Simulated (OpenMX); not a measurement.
```
CELL_PARAMETERS angstrom
3.00789 0.00000 0.00000
0.00000 3.00789 0.00000
0.00000 0.00000 3.00789
ATOMIC_POSITIONS crystal
W 0.50000 0.50000 0.50000
S 0.00000 0.00000 0.00000
```

Space group Pm-3m; a generated structure, not necessarily the stable one; computed pressure about −3 GPa in this cell.

Theory: Kohn-Sham DFT of a periodic cell, PBE with D3, OpenMX 2013 PBE set (OpenMX 3.8.5).

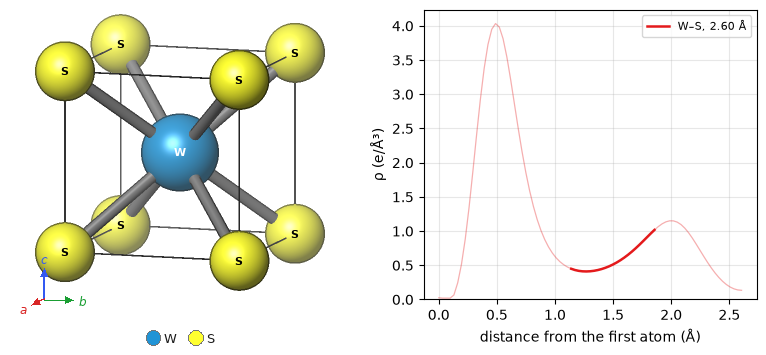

WS. Valence pseudo-density along straight lines between neighbouring atoms. Thin, pale parts lie inside the atomic spheres. The structure is drawn too.

The density is the valence pseudo-density of a pseudopotential calculation; it isn't the true density close to the nuclei.

Q: What can be read from the curves?

A: W–S (2.60 Å): the density is about 0.41 e/Å³ at the midpoint.
